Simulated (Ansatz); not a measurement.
Consider ClFH₂HfO₂···HF.

The calculation's input:

```
crystal:
  periodic: [false, false, false]
  atoms:
    - { symbol: Hf, position_ang: [0.0, 0.0, 0.0] }
    - { symbol: F, position_ang: [0.0, 0.0, 2.33] }
    - { symbol: O, position_ang: [1.952, 0.0, -0.6893] }
    - { symbol: H, position_ang: [2.2684, -0.9521, -0.806] }
    - { symbol: O, position_ang: [-0.975, 1.6891, -0.6893] }
    - { symbol: H, position_ang: [-1.9328, 1.4584, -0.9117] }
    - { symbol: F, position_ang: [-0.9326, -1.6157, -0.6593] }
    - { symbol: Cl, position_ang: [1.4789, 2.2303, 0.8892] }
    - { symbol: H, position_ang: [0.7243, 1.0923, 2.1347] }
basis:
  gaussian: { orbitals: def2-SVP }
hamiltonian:
  xc: { name: BHLYP }
  dispersion: d4
relax:
  f_tol: 0.15
  max_steps: 25
  restrain:
    - { distance: [0, 7], at: 2.52, k: 30.0 }
    - { distance: [8, 1], at: 0.92, k: 30.0 }
    - { distance: [0, 1], at: 3.18, k: 30.0 }
    - { distance: [8, 7], at: 2.57, k: 30.0 }
output:
  orbitals: {}
```

Command:

```sh
ansatz run input.yaml --threads 4 --pin off --max-ram 5120MiB --backend cpu --events-out ev --progress --plain --runs-dir out
```

The fields are those of the run's last geometry, not of the input's.

Core potentials replace the inner electrons of Hf; not at a stationary point (largest force 1.0 eV/Å).

All numbers below come from Ansatz 0.2.0, RKS BHLYP-D4/def2-SVP.

Q: What can the converged electron density and electron localisation function tell about the bonding?

A: Hf1···F2 (3.18 Å): the density falls to about 0.04 e/Å³ on the way; the ELF dips to about 0 between them.
Hf–O (1.90 Å): ρ is about 0.88 e/Å³ halfway; the ELF peaks at about 0.80 in the valence shell of O, 0.5 Å from its nucleus, and drops to about 0.15 between the two atoms.
O–H (0.95 Å): the density is about 3.8 e/Å³ at the midpoint; the ELF climbs to about 1 towards the hydrogen, as it does in any bond to H (a covalent bond by its length).

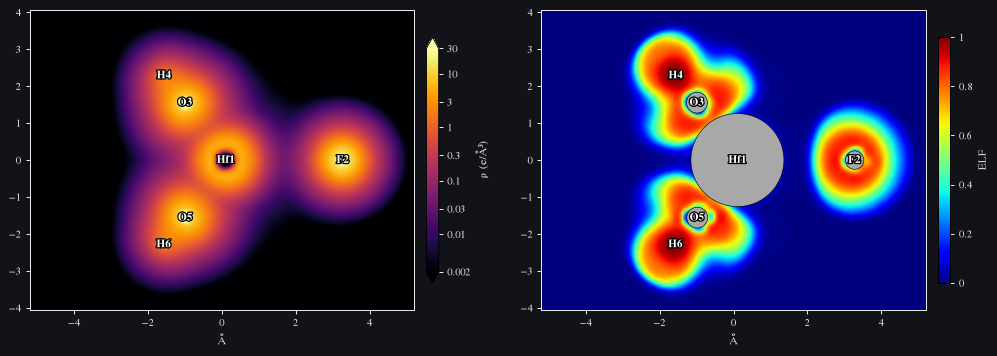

Computed electron density and electron localisation function on the plane of atoms O3, Hf1 and O5, in this order. Grey discs cover the atomic cores in the ELF map. 
